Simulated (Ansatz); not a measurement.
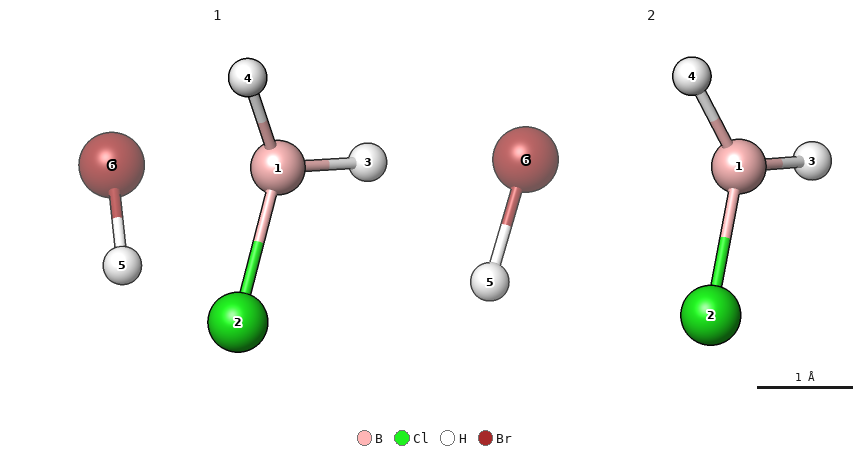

Two geometries of BH3BrCl (started from a transition state, displaced along its imaginary mode), drawn at one scale. One is the start of a relaxation, the other its converged end. The picture is a ball-and-stick view, seen from a free direction.

All numbers below come from RKS PBE0-D4/def2-TZVP in Ansatz 0.2.0. Settings: force threshold 0.005 eV/Å; at most 200 steps.

Question: Which geometry has the lower energy?

Answer: Structure 2 is the relaxed one. The energy falls by 64.1 kJ/mol in 11 accepted moves (13 points after the start). The largest force component goes from 3.9 to 0.0014 eV/Å. The line search rejected the trial steps at points 9, 11 of the run. H5 moves most after the best rigid fit: 0.88 Å. By element the largest moves are H 0.88 Å, Cl 0.52 Å, B 0.37 Å, Br 0.32 Å. Among the contacts that change: Cl2–H5 1.997 → 3.287 Å, Cl2–Br6 3.072 → 3.762 Å, B1–Br6 2.355 → 3.040 Å, H5–Br6 1.304 → 1.422 Å. Among the angles between lasting bonds that change: H3–B1–H4 121.0° → 124.0°.
